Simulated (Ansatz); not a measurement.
**BSi2N2H9: nudged elastic band**

The run: nudged elastic band of BSi2N2H9, SMILES NB(N)[SiH2][SiH3]. Method and program: RKS PBE0/6-31G* (Ansatz 0.2.0).

One setting was made poor on purpose. It belongs to a series of runs on one base structure; here: band between the two ends. Figures and captions count atoms from 1; the log counts them from 0 in places.

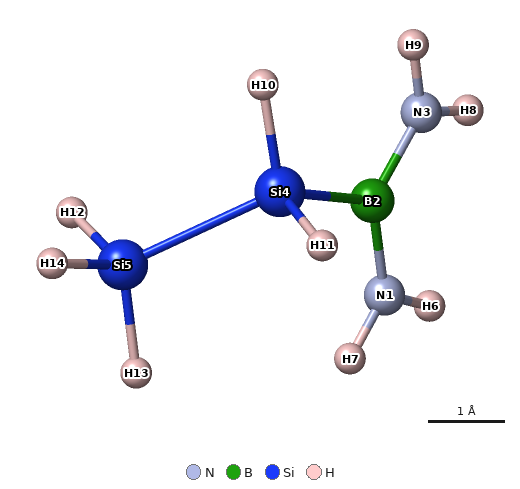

*The starting structure (ball-and-stick view, seen at a tilt; atoms are numbered from 1 in the order of the input).*

Bond lengths as drawn: B–N 1.41 Å, B–Si 2.03 Å, H–N 1.01 Å, H–Si 1.49 to 1.50 Å and Si–Si 2.34 Å.

### Input
```yaml
crystal:
  periodic: [false, false, false]
  atoms:
    - { symbol: "N", position_ang: [-1.623539, 0.814721, -0.682698] }
    - { symbol: B, position_ang: [-0.838365, -0.359509, -0.762224] }
    - { symbol: "N", position_ang: [-0.859018, -1.19787, -1.90005] }
    - { symbol: Si, position_ang: [0.376224, -0.839329, 0.796511] }
    - { symbol: Si, position_ang: [1.691525, 0.994447, 1.417472] }
    - { symbol: H, position_ang: [-2.258216, 1.117291, -1.408144] }
    - { symbol: H, position_ang: [-1.618245, 1.42507, 0.117979] }
    - { symbol: H, position_ang: [-1.425882, -1.026024, -2.718511] }
    - { symbol: H, position_ang: [-0.303467, -2.033982, -1.969967] }
    - { symbol: H, position_ang: [1.288679, -1.981621, 0.468281] }
    - { symbol: H, position_ang: [-0.392713, -1.257518, 2.01196] }
    - { symbol: H, position_ang: [2.554463, 1.444779, 0.285629] }
    - { symbol: H, position_ang: [0.817125, 2.150441, 1.786206] }
    - { symbol: H, position_ang: [2.57853, 0.719804, 2.586357] }
basis:
  gaussian: { orbitals: "6-31G*" }
hamiltonian:
  xc: pbe0
neb:
  order_check: false
  images: 7
  f_tol: 0.03
  max_iterations: 60
  initial_path: linear
  final_atoms:
    - { symbol: "N", position_ang: [-1.73960548, 0.73058013, -0.45803076] }
    - { symbol: B, position_ang: [-0.87606508, -0.3595739, -0.71785462] }
    - { symbol: "N", position_ang: [-0.94264743, -1.09509752, -1.92286413] }
    - { symbol: Si, position_ang: [0.51836927, -0.86946016, 0.67086656] }
    - { symbol: Si, position_ang: [1.73418547, 1.00826022, 1.35900334] }
    - { symbol: H, position_ang: [-2.46294571, 1.03773755, -1.09262524] }
    - { symbol: H, position_ang: [-1.707426, 1.26641325, 0.39362882] }
    - { symbol: H, position_ang: [-1.60003728, -0.90357896, -2.66571804] }
    - { symbol: H, position_ang: [-0.33211801, -1.86994932, -2.12118305] }
    - { symbol: H, position_ang: [1.48307694, -1.8893516, 0.14720936] }
    - { symbol: H, position_ang: [-0.09225723, -1.46843395, 1.90073793] }
    - { symbol: H, position_ang: [2.75225105, 0.70285226, 2.40704053] }
    - { symbol: H, position_ang: [2.4418713, 1.63966805, 0.20613263] }
    - { symbol: H, position_ang: [0.81044921, 2.04063397, 1.92245768] }
```

Run on 2 threads of Arm Neoverse V1, 24 GiB of memory available, shared host.

Run as:
```bash
ansatz run input.yaml --threads 2 --pin off --max-ram 3072MiB --backend cpu --events-out ev --progress --plain --runs-dir out
```

### Log
```
Engine: ansatz 0.2.0, aarch64-unknown-linux-gnu
Functional definition: PBE0
  parameter a = 0.25
  parameter kappa = 0.804
  parameter beta = 0.06672455060314922
  exchange = (1 - a)*pbe_x(kappa = kappa, mu = beta*pi^2/3) + a*exact_x
  correlation = pbe_c(beta = beta)
1140 factors; integrals over basis functions are off by at most 5.8e-4 eV
mean field evaluation 1: about -19540.6436 eV, gradient 6.1e1 eV
mean field evaluation 2: about -19536.3720 eV, gradient 7.4e1 eV
mean field evaluation 4: about -19547.8723 eV, gradient 1.7e0 eV
mean field evaluation 8: about -19547.9002 eV, gradient 8.5e-2 eV
mean field evaluation 16: about -19547.9002 eV, gradient 4.0e-5 eV
mean field -19547.90024163 eV, -718.3720838373 hartree, gradient 4.0e-5 eV, S^2 0.000000; 0 other end points of the search recorded, 0 dependent functions left out
the calculation of the forces begins
reference -19547.90027191 eV, -718.3720849499 hartree; 28, 28 occupied and 73, 73 virtual orbitals, 1140 factors
1140 factors; integrals over basis functions are off by at most 5.4e-4 eV
mean field evaluation 32: about -19547.9003 eV, gradient 3.9e-5 eV
mean field -19547.90034836 eV, -718.3720877594 hartree, gradient 3.9e-5 eV, S^2 0.000000; 0 other end points of the search recorded, 0 dependent functions left out
[... from here on the field's lines of each further geometry are left out, up to the last ...]
NEB iter   1: max|band force component| = 4.507e1 eV/Å  barrier→ = 20.4003 eV  barrier← = 20.4004 eV  Δτ_max = 0.1980 Å  (220 SCF iters)
NEB iter   2: max|band force component| = 1.533e1 eV/Å  barrier→ = 6.5055 eV  barrier← = 6.5056 eV  Δτ_max = 0.1989 Å  (190 SCF iters)
NEB iter   3: max|band force component| = 7.321e0 eV/Å  barrier→ = 2.5920 eV  barrier← = 2.5921 eV  Δτ_max = 0.1995 Å  (196 SCF iters)
NEB iter   4: max|band force component| = 2.626e0 eV/Å  barrier→ = 0.6948 eV  barrier← = 0.6949 eV  Δτ_max = 0.2000 Å  (193 SCF iters)
NEB iter   5: max|band force component| = 7.478e-1 eV/Å  barrier→ = 0.1773 eV  barrier← = 0.1774 eV  Δτ_max = 0.1024 Å  (191 SCF iters)
NEB iter   6: max|band force component| = 4.324e-1 eV/Å  barrier→ = 0.0808 eV  barrier← = 0.0810 eV  CI = image 4  Δτ_max = 0.0266 Å  (188 SCF iters)
NEB iter   7: max|band force component| = 2.340e-1 eV/Å  barrier→ = 0.0688 eV  barrier← = 0.0689 eV  CI = image 4  Δτ_max = 0.0423 Å  (170 SCF iters)
NEB iter   8: max|band force component| = 3.578e-2 eV/Å  barrier→ = 0.0620 eV  barrier← = 0.0621 eV  CI = image 4  Δτ_max = 0.0310 Å  (166 SCF iters)
NEB iter   9: max|band force component| = 4.800e-2 eV/Å  barrier→ = 0.0606 eV  barrier← = 0.0607 eV  CI = image 4  Δτ_max = 0.0155 Å  (160 SCF iters)
NEB iter  10: max|band force component| = 4.496e-2 eV/Å  barrier→ = 0.0602 eV  barrier← = 0.0603 eV  CI = image 4  Δτ_max = 0.0155 Å  (151 SCF iters)
NEB iter  11: max|band force component| = 3.423e-2 eV/Å  barrier→ = 0.0600 eV  barrier← = 0.0601 eV  CI = image 4  Δτ_max = 0.0198 Å  (154 SCF iters)
the calculation of the forces begins
reference -19547.89139836 eV, -718.3717588531 hartree; 28, 28 occupied and 73, 73 virtual orbitals, 1140 factors
1140 factors; integrals over basis functions are off by at most 7.5e-4 eV
mean field evaluation 736: about -19536.4581 eV, gradient 7.4e1 eV
mean field -19547.84038056 eV, -718.3698839836 hartree, gradient 2.0e-5 eV, S^2 0.000000; 1 other end points of the search recorded, 0 dependent functions left out
the calculation of the forces begins
reference -19547.84041121 eV, -718.3698851098 hartree; 28, 28 occupied and 73, 73 virtual orbitals, 1140 factors
NEB iter  12: max|band force component| = 2.388e-2 eV/Å  barrier→ = 0.0599 eV  barrier← = 0.0600 eV  CI = image 4  Δτ_max = 0.0000 Å  (339 SCF iters)
```

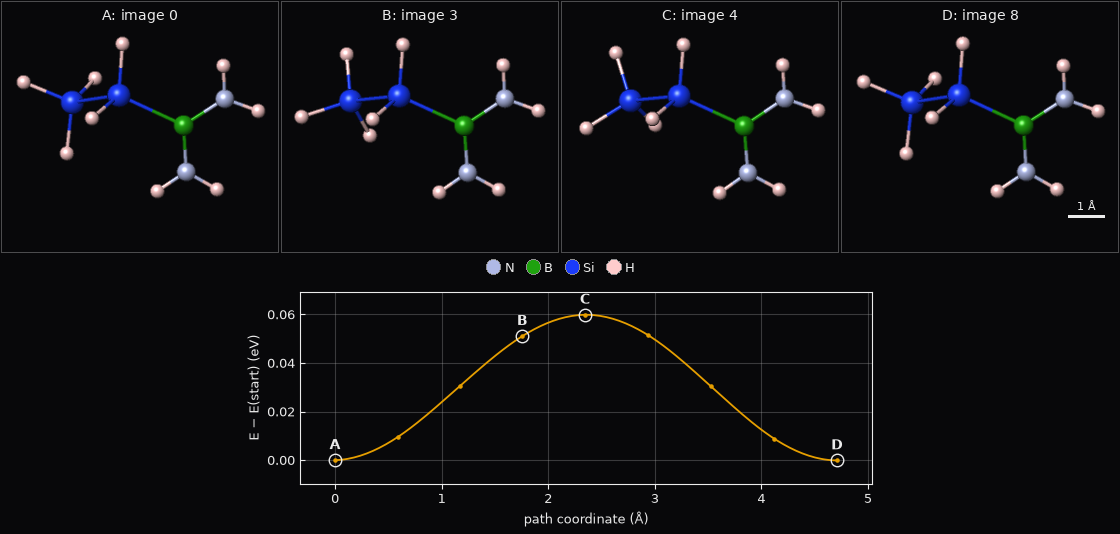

*Images of the last band (counted from 0; ball-and-stick, seen at an oblique angle) above the energy along the path; the line is a cubic interpolation that uses the forces.*

The highest image is number 4, 0.060 eV above the start and 0.060 eV above the end (the climbing image); start and end have the same energy. The path is 4.71 Å long. The band converged in 12 iterations.

```
Total energy: -19547.84041121 eV, -718.3698851098 hartree
Atom 0 at    -1.867093     0.674179    -0.270484 Å, force    -0.006661     0.005435    -0.003198 eV/Å
Atom 1 at    -0.967273    -0.355078    -0.632140 Å, force     0.002897    -0.004029     0.000911 eV/Å
Atom 2 at    -1.111750    -1.078774    -1.837982 Å, force    -0.009072     0.000703    -0.011246 eV/Å
Atom 3 at     0.582915    -0.829005     0.597079 Å, force     0.005981     0.006446     0.000081 eV/Å
Atom 4 at     1.901101     1.025743     1.200513 Å, force    -0.011447    -0.005780    -0.004214 eV/Å
Atom 5 at    -2.654703     0.954017    -0.837783 Å, force     0.002391    -0.001076     0.003045 eV/Å
Atom 6 at    -1.775790     1.216946     0.572005 Å, force     0.004474    -0.003763     0.001046 eV/Å
Atom 7 at    -1.853364    -0.918343    -2.505342 Å, force     0.003863    -0.002000     0.002289 eV/Å
Atom 8 at    -0.484141    -1.816575    -2.110700 Å, force     0.004523     0.002329     0.008430 eV/Å
Atom 9 at     1.488493    -1.835939    -0.044438 Å, force    -0.003569    -0.003340    -0.001554 eV/Å
Atom 10 at     0.115506    -1.459632     1.872582 Å, force    -0.000876    -0.000827    -0.000352 eV/Å
Atom 11 at     3.322836     0.862976     0.776325 Å, force     0.002944    -0.000657     0.000396 eV/Å
Atom 12 at     1.394829     2.282885     0.571782 Å, force     0.001534     0.003734     0.002067 eV/Å
Atom 13 at     1.895536     1.247301     2.677384 Å, force     0.003018     0.002824     0.002299 eV/Å
Dipole moment:    -0.490451     0.043142    -0.384343 e Å
this run last wrote the band of iteration 12 to [file]
```

### The last band as extended XYZ (Å, eV, eV/Å)
```
14
Properties=species:S:1:pos:R:3:forces:R:3 image=0 energy=-19547.90024
N    -1.6235    0.8147   -0.6827   -0.0021   0.0052  -0.0002
B    -0.8384   -0.3595   -0.7622    0.0034  -0.0087  -0.0019
N    -0.8590   -1.1979   -1.9001   -0.0035  -0.0026   0.0025
Si    0.3762   -0.8393    0.7965    0.0010   0.0004  -0.0062
Si    1.6915    0.9944    1.4175   -0.0003   0.0004   0.0059
H    -2.2582    1.1173   -1.4081    0.0043   0.0003   0.0009
H    -1.6182    1.4251    0.1180    0.0006  -0.0035  -0.0062
H    -1.4259   -1.0260   -2.7185   -0.0033   0.0047   0.0018
H    -0.3035   -2.0340   -1.9700    0.0034   0.0022   0.0055
H     1.2887   -1.9816    0.4683   -0.0027   0.0013  -0.0037
H    -0.3927   -1.2575    2.0120    0.0014  -0.0014   0.0025
H     2.5545    1.4448    0.2856   -0.0006   0.0001  -0.0024
H     0.8171    2.1504    1.7862   -0.0026   0.0035   0.0007
H     2.5785    0.7198    2.5864    0.0009  -0.0019   0.0005
14
Properties=species:S:1:pos:R:3:forces:R:3 image=1 energy=-19547.89078
N    -1.6890    0.7872   -0.5879    0.0046   0.0015  -0.0021
B    -0.8673   -0.3535   -0.7437   -0.0086  -0.0039  -0.0010
N    -0.9338   -1.1707   -1.8950    0.0024  -0.0011   0.0006
Si    0.4429   -0.8354    0.7348   -0.0055   0.0015   0.0103
Si    1.7446    1.0014    1.3841    0.0026  -0.0083  -0.0058
H    -2.3815    1.0780   -1.2634    0.0041   0.0029  -0.0038
H    -1.6478    1.3870    0.2194    0.0034   0.0014  -0.0028
H    -1.5608   -1.0041   -2.6694    0.0023  -0.0004  -0.0016
H    -0.3524   -1.9824   -2.0205   -0.0012  -0.0020   0.0019
H     1.3704   -1.9392    0.3262    0.0016   0.0054   0.0062
H    -0.2599   -1.3223    1.9650   -0.0057   0.0010  -0.0038
H     2.8026    1.2954    0.3732   -0.0052   0.0140  -0.0122
H     0.9016    2.2308    1.5054   -0.0097  -0.0070   0.0127
H     2.4174    0.7984    2.7007    0.0151  -0.0050   0.0015
14
Properties=species:S:1:pos:R:3:forces:R:3 image=2 energy=-19547.86969
N    -1.7679    0.7433   -0.4840   -0.0037   0.0014  -0.0139
B    -0.9018   -0.3508   -0.7136    0.0101  -0.0080   0.0024
N    -0.9837   -1.1313   -1.8893   -0.0129   0.0062  -0.0102
Si    0.4899   -0.8284    0.6911   -0.0256   0.0049   0.0056
Si    1.8057    1.0075    1.3312    0.0138  -0.0175  -0.0070
H    -2.4977    1.0241   -1.1235    0.0033   0.0058   0.0005
H    -1.7161    1.3244    0.3362    0.0074   0.0006  -0.0002
H    -1.6542   -0.9664   -2.6270    0.0073  -0.0059   0.0000
H    -0.3779   -1.9142   -2.0698    0.0045  -0.0008   0.0108
H     1.4099   -1.9124    0.2177    0.0077   0.0085   0.0100
H    -0.1512   -1.3535    1.9390   -0.0072   0.0014   0.0013
H     3.0215    1.1243    0.4730   -0.0060   0.0192  -0.0123
H     1.0500    2.2906    1.1977   -0.0158  -0.0090   0.0166
H     2.2606    0.9138    2.7500    0.0172  -0.0068  -0.0036
14
Properties=species:S:1:pos:R:3:forces:R:3 image=3 energy=-19547.84914
N    -1.8224    0.7078   -0.3783   -0.0036   0.0011  -0.0098
B    -0.9351   -0.3523   -0.6761    0.0047  -0.0028  -0.0038
N    -1.0473   -1.1028   -1.8689   -0.0104   0.0007  -0.0117
Si    0.5370   -0.8294    0.6443   -0.0101   0.0042   0.0088
Si    1.8556    1.0150    1.2705    0.0062   0.0000  -0.0084
H    -2.5821    0.9883   -0.9821    0.0022   0.0035   0.0020
H    -1.7493    1.2719    0.4520    0.0058  -0.0013  -0.0007
H    -1.7557   -0.9395   -2.5708    0.0060  -0.0039   0.0024
H    -0.4292   -1.8633   -2.0972    0.0050   0.0019   0.0117
H     1.4533   -1.8778    0.0906    0.0027   0.0024   0.0049
H    -0.0234   -1.4069    1.9075   -0.0057   0.0012   0.0011
H     3.1949    0.9814    0.6126    0.0009   0.0059  -0.0113
H     1.2102    2.3049    0.8793   -0.0149  -0.0009   0.0122
H     2.0807    1.0734    2.7453    0.0110  -0.0119   0.0026
14
Properties=species:S:1:pos:R:3:forces:R:3 image=4 energy=-19547.84038
N    -1.8671    0.6742   -0.2705   -0.0067   0.0054  -0.0032
B    -0.9673   -0.3551   -0.6321    0.0029  -0.0040   0.0009
N    -1.1118   -1.0788   -1.8380   -0.0091   0.0007  -0.0112
Si    0.5829   -0.8290    0.5971    0.0060   0.0064   0.0001
Si    1.9011    1.0257    1.2005   -0.0114  -0.0058  -0.0042
H    -2.6547    0.9540   -0.8378    0.0024  -0.0011   0.0030
H    -1.7758    1.2169    0.5720    0.0045  -0.0038   0.0010
H    -1.8534   -0.9183   -2.5053    0.0039  -0.0020   0.0023
H    -0.4841   -1.8166   -2.1107    0.0045   0.0023   0.0084
H     1.4885   -1.8359   -0.0444   -0.0036  -0.0033  -0.0016
H     0.1155   -1.4596    1.8726   -0.0009  -0.0008  -0.0004
H     3.3228    0.8630    0.7763    0.0029  -0.0007   0.0004
H     1.3948    2.2829    0.5718    0.0015   0.0037   0.0021
H     1.8955    1.2473    2.6774    0.0030   0.0028   0.0023
14
Properties=species:S:1:pos:R:3:forces:R:3 image=5 energy=-19547.84872
N    -1.8927    0.6435   -0.1603   -0.0058   0.0013  -0.0024
B    -0.9919   -0.3608   -0.5848   -0.0010  -0.0045  -0.0053
N    -1.1771   -1.0571   -1.8014   -0.0139   0.0045  -0.0088
Si    0.6316   -0.8337    0.5455   -0.0109   0.0037   0.0010
Si    1.9321    1.0366    1.1293    0.0153   0.0016  -0.0084
H    -2.7076    0.9216   -0.6886    0.0008   0.0004   0.0080
H    -1.7807    1.1629    0.6942    0.0054  -0.0066   0.0054
H    -1.9503   -0.8938   -2.4313    0.0050  -0.0028   0.0029
H    -0.5487   -1.7751   -2.1213    0.0042   0.0058   0.0100
H     1.5159   -1.7980   -0.1854    0.0058   0.0073  -0.0032
H     0.2604   -1.5162    1.8260    0.0034  -0.0021  -0.0014
H     3.3931    0.7796    0.9655    0.0085  -0.0077   0.0173
H     1.5983    2.2261    0.2904   -0.0001  -0.0038  -0.0150
H     1.7047    1.4350    2.5510   -0.0165   0.0029  -0.0001
14
Properties=species:S:1:pos:R:3:forces:R:3 image=6 energy=-19547.86988
N    -1.8998    0.6151   -0.0497   -0.0053   0.0006  -0.0005
B    -1.0088   -0.3664   -0.5428    0.0060  -0.0054   0.0001
N    -1.2405   -1.0336   -1.7676   -0.0116   0.0051  -0.0050
Si    0.6781   -0.8397    0.4901   -0.0196   0.0005  -0.0098
Si    1.9539    1.0464    1.0590    0.0121  -0.0110   0.0016
H    -2.7448    0.8932   -0.5285    0.0004   0.0010   0.0093
H    -1.7589    1.1038    0.8186    0.0037  -0.0050   0.0061
H    -2.0425   -0.8662   -2.3590    0.0005   0.0000   0.0018
H    -0.6146   -1.7313   -2.1341    0.0024   0.0033   0.0030
H     1.5436   -1.7583   -0.3183    0.0084   0.0093  -0.0029
H     0.3918   -1.5691    1.7667    0.0092   0.0011   0.0002
H     3.4086    0.7308    1.1742   -0.0005   0.0061   0.0209
H     1.8087    2.1366    0.0488    0.0127  -0.0144  -0.0118
H     1.5124    1.6095    2.3713   -0.0182   0.0088  -0.0129
14
Properties=species:S:1:pos:R:3:forces:R:3 image=7 energy=-19547.89137
N    -1.8848    0.5832    0.0630    0.0028  -0.0013   0.0017
B    -1.0155   -0.3760   -0.5077   -0.0028  -0.0001   0.0000
N    -1.3048   -1.0056   -1.7399   -0.0025   0.0016   0.0008
Si    0.7232   -0.8552    0.4311   -0.0076  -0.0017  -0.0064
Si    1.9613    1.0522    0.9937    0.0088   0.0002  -0.0007
H    -2.7586    0.8674   -0.3568    0.0000  -0.0002   0.0048
H    -1.7008    1.0402    0.9406    0.0026  -0.0027   0.0034
H    -2.1355   -0.8252   -2.2859   -0.0016   0.0010   0.0008
H    -0.6916   -1.6841   -2.1599   -0.0012   0.0020  -0.0005
H     1.5779   -1.7274   -0.4377    0.0048   0.0059  -0.0015
H     0.5078   -1.6221    1.6997    0.0052   0.0003  -0.0014
H     3.3665    0.7364    1.3863   -0.0001   0.0006   0.0153
H     2.0153    2.0206   -0.1414    0.0080  -0.0106  -0.0079
H     1.3264    1.7662    2.1437   -0.0162   0.0048  -0.0083
14
Properties=species:S:1:pos:R:3:forces:R:3 image=8 energy=-19547.90035
N    -1.8546    0.5521    0.1695    0.0024   0.0023   0.0026
B    -1.0167   -0.3825   -0.4832   -0.0024  -0.0067   0.0014
N    -1.3764   -0.9770   -1.7139   -0.0025  -0.0007   0.0032
Si    0.7685   -0.8677    0.3599   -0.0021  -0.0008   0.0068
Si    1.9656    1.0574    0.9418    0.0047  -0.0027  -0.0075
H    -2.7587    0.8360   -0.1803   -0.0041   0.0034  -0.0027
H    -1.6159    0.9862    1.0459    0.0038  -0.0016  -0.0046
H    -2.2401   -0.7863   -2.2020   -0.0020   0.0008  -0.0016
H    -0.7880   -1.6402   -2.1897    0.0027  -0.0003  -0.0014
H     1.6174   -1.6899   -0.5611   -0.0002   0.0029  -0.0012
H     0.6088   -1.6768    1.6105    0.0012  -0.0009  -0.0026
H     3.2733    0.7650    1.5995    0.0018   0.0003   0.0038
H     2.2377    1.9018   -0.2588   -0.0006   0.0029  -0.0003
H     1.1664    1.8925    1.8907   -0.0027   0.0012   0.0042
```

### Results in brief

```csv
quantity,value
outcome,converged
"barrier, forward",0.060 eV
"barrier, backward",0.060 eV
wall time,4.8 min (CPU time 9.4 min)
peak memory,0.23 GiB
```

### Remarks

A deliberately poor setting: straight start. The order of the saddle point was not checked.
